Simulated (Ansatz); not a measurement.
## Nudged elastic band of GeH3OF2

GeH3OF2, multiplicity 2, computed with UKS revPBE-D4/def2-SVP (Ansatz 0.2.0).

One setting was made poor on purpose. It belongs to a series of runs on one base structure; here: band between the two ends. Figures and captions count atoms from 1; the log counts them from 0 in places.

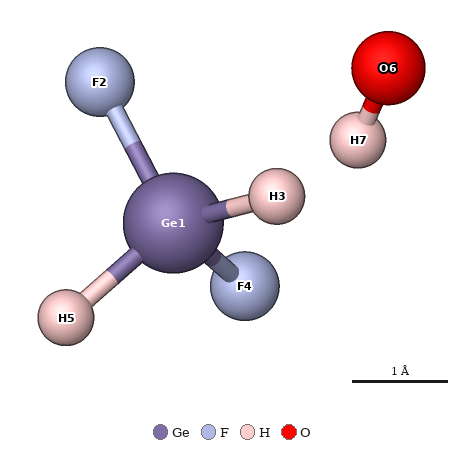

Figure 1. The input geometry (ball-and-stick view, seen at a tilt; atoms are numbered from 1 in the order of the input). Sticks mark near contacts.

Input file
```yaml
crystal:
  periodic: [false, false, false]
  atoms:
    - { symbol: Ge, position_ang: [-0.052531, -0.422484, 0.27018] }
    - { symbol: F, position_ang: [-0.801344, -1.702053, 1.203439] }
    - { symbol: H, position_ang: [1.462741, -0.359108, 0.538916] }
    - { symbol: F, position_ang: [-0.817433, 1.076897, 0.842145] }
    - { symbol: H, position_ang: [-0.539524, -0.586707, -1.188896] }
    - { symbol: O, position_ang: [0.437404, 0.381022, 3.193486] }
    - { symbol: H, position_ang: [-0.263413, 0.917433, 2.736029] }
magnetization:
  spin_polarized: true
  initial_magnetization: 1
basis:
  gaussian: { orbitals: def2-SVP }
hamiltonian:
  xc: revpbe
  dispersion: d4
neb:
  order_check: false
  images: 9
  f_tol: 0.03
  max_iterations: 60
  initial_path: linear
  final_atoms:
    - { symbol: Ge, position_ang: [-0.13623725, 0.05403308, 0.400402] }
    - { symbol: F, position_ang: [-1.336627, 0.33452606, 1.6869869] }
    - { symbol: H, position_ang: [1.07369193, 0.98491094, 0.62066091] }
    - { symbol: F, position_ang: [-0.9821087, 0.68838106, -1.00912358] }
    - { symbol: H, position_ang: [0.0071249, -1.46304201, 0.16115252] }
    - { symbol: O, position_ang: [0.84711662, -0.81679814, 2.72828724] }
    - { symbol: H, position_ang: [-0.04706051, -0.477011, 3.00693301] }
```

Machine: 4 threads of Arm Neoverse V2, 24 GiB of memory available, shared host.

Run as:
```bash
ansatz run input.yaml --threads 4 --pin off --max-ram 5120MiB --backend cpu --events-out ev --progress --plain --runs-dir out
```

Output
```
Engine: ansatz 0.2.0, aarch64-unknown-linux-gnu
Functional definition: revPBE
  parameter kappa = 1.245
  parameter beta = 0.06672455060314922
  exchange = pbe_x(kappa = kappa, mu = beta*pi^2/3)
  correlation = pbe_c(beta = beta)
964 factors; their error is unknown
mean field evaluation 1: about -64015.6565 eV, gradient 5.1e1 eV
mean field evaluation 2: about -63732.3855 eV, gradient 1.4e2 eV
mean field evaluation 4: about -64017.0562 eV, gradient 2.8e1 eV
mean field evaluation 8: about -64027.0501 eV, gradient 4.8e0 eV
mean field evaluation 16: about -64027.1169 eV, gradient 5.2e-3 eV
mean field evaluation 32: about -64026.8158 eV, gradient 6.2e0 eV
mean field -64027.11692370 eV, -2352.9531478073 hartree, gradient 2.2e-6 eV, S^2 0.751996; 3 other end points of the search recorded, 0 dependent functions left out
the calculation of the forces begins
reference -64027.11696058 eV, -2352.9531491626 hartree; 31, 30 occupied and 58, 59 virtual orbitals, 964 factors
964 factors; their error is unknown
mean field evaluation 64: about -64027.2006 eV, gradient 2.6e-4 eV
mean field -64027.20064470 eV, -2352.9562244973 hartree, gradient 7.7e-6 eV, S^2 0.752185; 4 other end points of the search recorded, 0 dependent functions left out
[... from here on the field's lines of each further geometry are left out, up to the last ...]
NEB iter   1: max|band force component| = 2.487e1 eV/Å  barrier→ = 6.9682 eV  barrier← = 7.0598 eV  Δτ_max = 0.1993 Å  (1341 SCF iters)
NEB iter   2: max|band force component| = 7.515e0 eV/Å  barrier→ = 1.4756 eV  barrier← = 1.5673 eV  Δτ_max = 0.2000 Å  (488 SCF iters)
NEB iter   3: max|band force component| = 3.721e0 eV/Å  barrier→ = 0.4768 eV  barrier← = 0.5684 eV  Δτ_max = 0.1959 Å  (634 SCF iters)
NEB iter   4: max|band force component| = 1.212e0 eV/Å  barrier→ = 0.1520 eV  barrier← = 0.2436 eV  Δτ_max = 0.1991 Å  (632 SCF iters)
NEB iter   5: max|band force component| = 3.902e-1 eV/Å  barrier→ = 0.1083 eV  barrier← = 0.1999 eV  CI = image 6  Δτ_max = 0.1582 Å  (651 SCF iters)
NEB iter   6: max|band force component| = 2.777e-1 eV/Å  barrier→ = 0.0984 eV  barrier← = 0.1900 eV  CI = image 6  Δτ_max = 0.1936 Å  (547 SCF iters)
NEB iter   7: max|band force component| = 4.528e-1 eV/Å  barrier→ = 0.0821 eV  barrier← = 0.1737 eV  CI = image 6  Δτ_max = 0.1014 Å  (644 SCF iters)
NEB iter   8: max|band force component| = 3.741e-1 eV/Å  barrier→ = 0.0684 eV  barrier← = 0.1600 eV  CI = image 6  Δτ_max = 0.0998 Å  (514 SCF iters)
NEB iter   9: max|band force component| = 3.292e-1 eV/Å  barrier→ = 0.0604 eV  barrier← = 0.1520 eV  CI = image 6  Δτ_max = 0.0563 Å  (582 SCF iters)
NEB iter  10: max|band force component| = 1.438e-1 eV/Å  barrier→ = 0.0573 eV  barrier← = 0.1490 eV  CI = image 6  Δτ_max = 0.1748 Å  (611 SCF iters)
NEB iter  11: max|band force component| = 2.068e-1 eV/Å  barrier→ = 0.0568 eV  barrier← = 0.1484 eV  CI = image 6  Δτ_max = 0.0637 Å  (617 SCF iters)
NEB iter  12: max|band force component| = 1.246e-1 eV/Å  barrier→ = 0.0568 eV  barrier← = 0.1484 eV  CI = image 6  Δτ_max = 0.0233 Å  (587 SCF iters)
NEB iter  13: max|band force component| = 7.585e-2 eV/Å  barrier→ = 0.0568 eV  barrier← = 0.1484 eV  CI = image 6  Δτ_max = 0.0343 Å  (590 SCF iters)
the calculation of the forces begins
reference -64027.17589632 eV, -2352.9553150112 hartree; 31, 30 occupied and 58, 59 virtual orbitals, 964 factors
964 factors; their error is unknown
mean field evaluation 2592: about -64027.0243 eV, gradient 1.6e-2 eV
mean field -64027.08527900 eV, -2352.9519848859 hartree, gradient 2.4e-7 eV, S^2 0.751825; 4 other end points of the search recorded, 0 dependent functions left out
the calculation of the forces begins
reference -64027.08531514 eV, -2352.9519862143 hartree; 31, 30 occupied and 58, 59 virtual orbitals, 964 factors
NEB iter  14: max|band force component| = 1.019e-2 eV/Å  barrier→ = 0.0568 eV  barrier← = 0.1484 eV  CI = image 6  Δτ_max = 0.0000 Å  (1501 SCF iters)
```

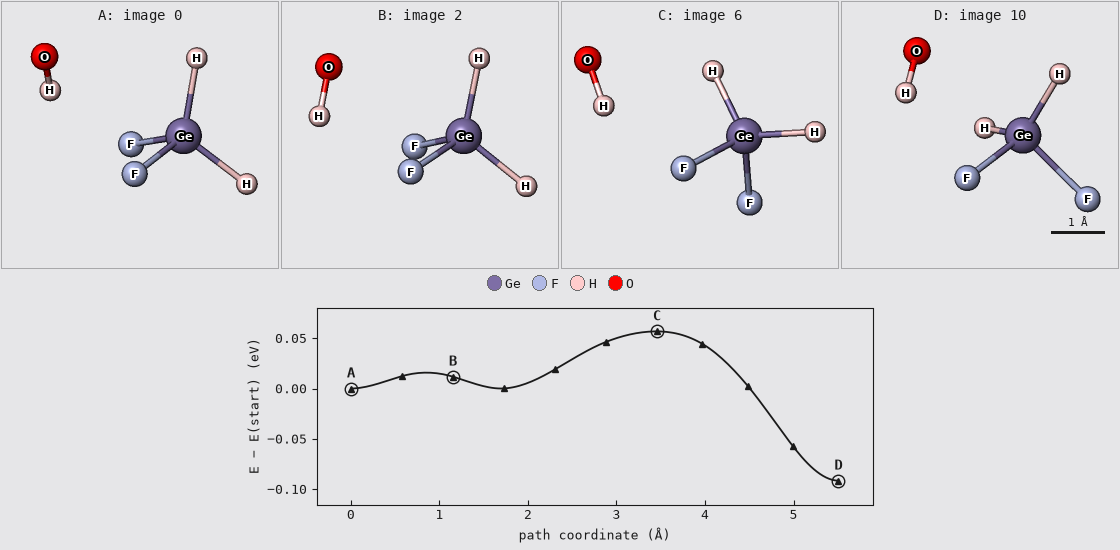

Figure 2. Images of the last band (counted from 0; ball-and-stick, seen at a tilt) above the energy along the path; the line is a cubic interpolation that uses the forces. The highest image is number 6, 0.057 eV above the start and 0.148 eV above the end (the climbing image); the end lies 0.092 eV below the start. The path is 5.51 Å long. The band converged in 14 iterations.

```
Total energy: -64027.35195189 eV, -2352.9617849340 hartree
Atom 0 at    -0.227056     0.385446     0.303126 Å, force    -0.000068    -0.002021     0.000074 eV/Å
Atom 1 at    -1.172236    -0.648681     1.394684 Å, force     0.000306     0.000926    -0.002437 eV/Å
Atom 2 at     1.225918     0.425121     0.807388 Å, force    -0.000385     0.000253    -0.000597 eV/Å
Atom 3 at    -0.935710     1.974838     0.523501 Å, force    -0.000480     0.001132     0.000144 eV/Å
Atom 4 at    -0.551324    -0.092260    -1.129906 Å, force     0.000070     0.000028     0.002066 eV/Å
Atom 5 at     1.026111    -1.406319     2.959410 Å, force    -0.000048    -0.000696     0.000413 eV/Å
Atom 6 at     0.060197    -1.333145     2.737095 Å, force     0.000606     0.000379     0.000336 eV/Å
Dipole moment:     0.086089    -0.062199    -0.431991 e Å
this run last wrote the band of iteration 14 to [file]
```

The last band as extended XYZ (Å, eV, eV/Å)
```
7
Properties=species:S:1:pos:R:3:forces:R:3 image=0 energy=-64027.40869
Ge   -0.0525   -0.4225    0.2702    0.0014   0.0058   0.0044
F    -0.8013   -1.7021    1.2034    0.0011  -0.0020   0.0028
H     1.4627   -0.3591    0.5389   -0.0050  -0.0004   0.0019
F    -0.8174    1.0769    0.8421    0.0038  -0.0062  -0.0021
H    -0.5395   -0.5867   -1.1889   -0.0010   0.0025  -0.0037
O     0.4374    0.3810    3.1935    0.0012  -0.0017  -0.0025
H    -0.2634    0.9174    2.7360   -0.0015   0.0021  -0.0008
7
Properties=species:S:1:pos:R:3:forces:R:3 image=1 energy=-64027.39642
Ge   -0.0277   -0.2899    0.2588   -0.0042   0.0057   0.0072
F    -0.7748   -1.4967    1.3027    0.0016  -0.0073  -0.0040
H     1.5043   -0.2802    0.4099    0.0043   0.0019  -0.0008
F    -0.7251    1.2461    0.7903   -0.0006  -0.0107   0.0034
H    -0.6139   -0.5398   -1.1531   -0.0013   0.0011  -0.0036
O     0.4832    0.1401    3.0588    0.0038  -0.0170   0.0029
H    -0.4200    0.5254    2.9280   -0.0037   0.0263  -0.0051
7
Properties=species:S:1:pos:R:3:forces:R:3 image=2 energy=-64027.39691
Ge   -0.0470   -0.1946    0.2360   -0.0023   0.0109  -0.0056
F    -0.8160   -1.4021    1.2755   -0.0018   0.0116   0.0063
H     1.4860   -0.2577    0.3661   -0.0004  -0.0030   0.0045
F    -0.6794    1.3451    0.8104    0.0038  -0.0057  -0.0098
H    -0.6647   -0.4083   -1.1690    0.0012  -0.0004   0.0080
O     0.5367    0.2871    3.0459   -0.0052   0.0119  -0.0085
H    -0.3898   -0.0644    3.0304    0.0045  -0.0252   0.0051
7
Properties=species:S:1:pos:R:3:forces:R:3 image=3 energy=-64027.40861
Ge   -0.1003   -0.0518    0.2078    0.0053  -0.0055   0.0025
F    -0.8927   -1.2273    1.2801    0.0002  -0.0024  -0.0006
H     1.4241   -0.1161    0.4163    0.0000  -0.0012  -0.0017
F    -0.7293    1.5087    0.6947   -0.0022   0.0048   0.0032
H    -0.6702   -0.3510   -1.1988   -0.0017   0.0012  -0.0019
O     0.5722    0.0771    3.2112   -0.0019   0.0004  -0.0006
H    -0.1779   -0.5347    2.9840    0.0003   0.0028  -0.0008
7
Properties=species:S:1:pos:R:3:forces:R:3 image=4 energy=-64027.38974
Ge   -0.1582    0.0966    0.1964    0.0035  -0.0073   0.0017
F    -1.0084   -1.0433    1.2611    0.0079  -0.0186  -0.0088
H     1.3450    0.0728    0.5244    0.0063  -0.0142  -0.0112
F    -0.8214    1.6648    0.6096    0.0076  -0.0050   0.0246
H    -0.6316   -0.2567   -1.2318   -0.0083   0.0130  -0.0036
O     0.7544   -0.3853    3.2945   -0.0133   0.0254  -0.0019
H    -0.0538   -0.8439    2.9411   -0.0037   0.0067  -0.0009
7
Properties=species:S:1:pos:R:3:forces:R:3 image=5 energy=-64027.36242
Ge   -0.2021    0.2472    0.2250    0.0005  -0.0038  -0.0018
F    -1.1028   -0.8447    1.2976    0.0043  -0.0121  -0.0083
H     1.2755    0.2529    0.6533    0.0034  -0.0104  -0.0080
F    -0.8901    1.8263    0.5532    0.0048  -0.0039   0.0155
H    -0.5977   -0.1597   -1.2118   -0.0058   0.0099  -0.0049
O     0.9254   -0.9131    3.2173   -0.0060   0.0168   0.0069
H     0.0176   -1.1040    2.8607   -0.0013   0.0035   0.0007
7
Properties=species:S:1:pos:R:3:forces:R:3 image=6 energy=-64027.35192
Ge   -0.2271    0.3854    0.3031   -0.0001  -0.0020   0.0001
F    -1.1722   -0.6487    1.3947    0.0003   0.0009  -0.0024
H     1.2259    0.4251    0.8074   -0.0004   0.0003  -0.0006
F    -0.9357    1.9748    0.5235   -0.0005   0.0011   0.0001
H    -0.5513   -0.0923   -1.1299    0.0001   0.0000   0.0021
O     1.0261   -1.4063    2.9594    0.0000  -0.0007   0.0004
H     0.0602   -1.3331    2.7371    0.0006   0.0004   0.0003
7
Properties=species:S:1:pos:R:3:forces:R:3 image=7 energy=-64027.36426
Ge   -0.2323    0.4866    0.4204   -0.0005   0.0059   0.0050
F    -1.2107   -0.4935    1.5323   -0.0037   0.0148   0.0172
H     1.2099    0.5614    0.9507   -0.0021   0.0148   0.0138
F    -0.9457    2.0832    0.5668   -0.0043   0.0018  -0.0192
H    -0.5201   -0.0428   -1.0019    0.0098  -0.0181   0.0111
O     1.0452   -1.7629    2.5584    0.0021  -0.0161  -0.0237
H     0.0797   -1.5270    2.5688   -0.0012  -0.0031  -0.0041
7
Properties=species:S:1:pos:R:3:forces:R:3 image=8 energy=-64027.40594
Ge   -0.2207    0.5410    0.5560    0.0029   0.0006   0.0161
F    -1.2228   -0.3739    1.7033   -0.0036   0.0267   0.0359
H     1.2119    0.6628    1.1047   -0.0018   0.0255   0.0293
F    -0.9402    2.1418    0.6203   -0.0067  -0.0001  -0.0342
H    -0.4840   -0.0418   -0.8494    0.0204  -0.0396   0.0259
O     0.9986   -1.9515    2.0943   -0.0089  -0.0092  -0.0589
H     0.0830   -1.6733    2.3661   -0.0024  -0.0040  -0.0142
7
Properties=species:S:1:pos:R:3:forces:R:3 image=9 energy=-64027.46612
Ge   -0.1914    0.5521    0.6957    0.0059  -0.0055   0.0179
F    -1.2137   -0.2966    1.8795   -0.0005   0.0230   0.0386
H     1.2291    0.7244    1.2674    0.0000   0.0209   0.0308
F    -0.9177    2.1544    0.6811   -0.0032  -0.0096  -0.0325
H    -0.4372   -0.0694   -0.6949    0.0214  -0.0434   0.0301
O     0.8952   -1.9778    1.6289   -0.0192   0.0161  -0.0641
H     0.0616   -1.7822    2.1376   -0.0044  -0.0015  -0.0208
7
Properties=species:S:1:pos:R:3:forces:R:3 image=10 energy=-64027.50030
Ge   -0.1444    0.5572    0.8395    0.0009  -0.0154   0.0049
F    -1.1485   -0.2564    2.0661   -0.0023   0.0027   0.0023
H     1.2681    0.7934    1.4123    0.0096   0.0028   0.0015
F    -0.9054    2.1446    0.7638   -0.0063   0.0094  -0.0008
H    -0.3918   -0.0971   -0.5353   -0.0006   0.0010  -0.0100
O     0.7554   -1.9331    1.2044    0.0040   0.0052  -0.0041
H    -0.0076   -1.9036    1.8444   -0.0053  -0.0058   0.0061
```

Results in brief

```csv
quantity,value
outcome,converged
"barrier, forward",0.057 eV
"barrier, backward",0.148 eV
wall time,4.7 min (CPU time 18 min)
peak memory,0.21 GiB
```

Notes

A deliberately poor setting: straight start. The order of the saddle point was not checked.
